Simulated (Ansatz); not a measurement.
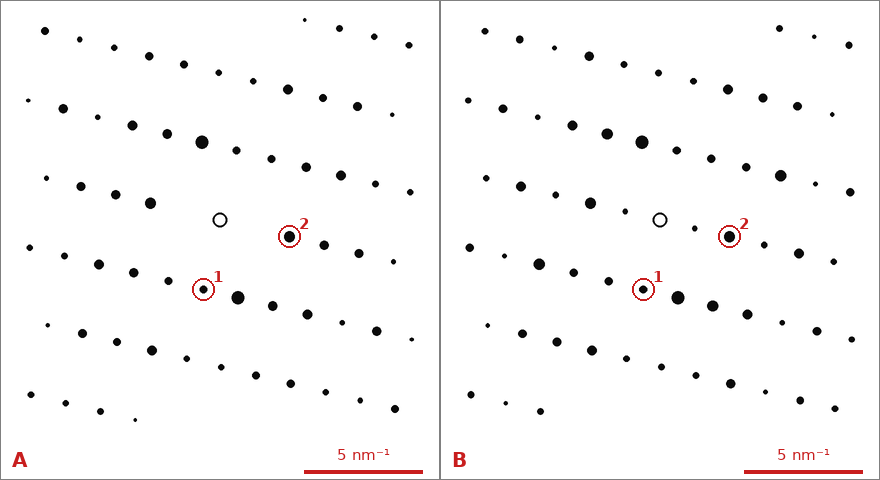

Kinematic electron diffraction patterns (200 kV, B = 0.5 Å², same scale) along [100] of the run's own cell, for the start and the end of one relaxation of Yb2SF2 with DFT, PAW plane waves, pbe in Ansatz. k mesh 7×7×4. The start is a generated model structure, and the relaxation ends in the nearest stationary point of its symmetry, not necessarily the ground state. Spot 1 is 0 -1 0 and spot 2 is 0 0 -2 in both.

Start structure:

```
CELL_PARAMETERS angstrom
1.90155 3.29358 0.00000
-1.90155 3.29358 0.00000
0.00000 0.00000 6.58112
ATOMIC_POSITIONS crystal
F 0.33330 0.33340 0.37200
F 0.66670 0.66660 0.62800
Yb 0.66670 0.66660 0.26800
Yb 0.33330 0.33340 0.73200
S 0.00000 0.00000 0.00000
```

Question: Which pattern belongs to the start structure, and which to the relaxed one?

Answer: A is the start: its cell gives d(1) = 3.294 Å, d(2) = 3.291 Å and an angle of 90.0°. The spot positions hardly differ, so the intensities decide: those computed from the start structure match A, and B is the relaxed structure.

Question: Name reflections whose intensity changes strongly on relaxation.

Answer: 0 0 1 comes into sight; 0 0 3 goes from 28 to 5.8 % of the strongest spot; 0 2 2 goes from 12 to 6.1 % of the strongest spot; 0 1 -2 goes from 31 to 16 % of the strongest spot.

Question: What did the relaxation do to the structure and the energy?

Answer: The cell was held fixed; with the mean shift removed, the atoms moved by up to 0.13 Å relative to the cell (Yb most); the space group stayed P-3m1 (No. 164); the free energy fell by 45 meV an atom.
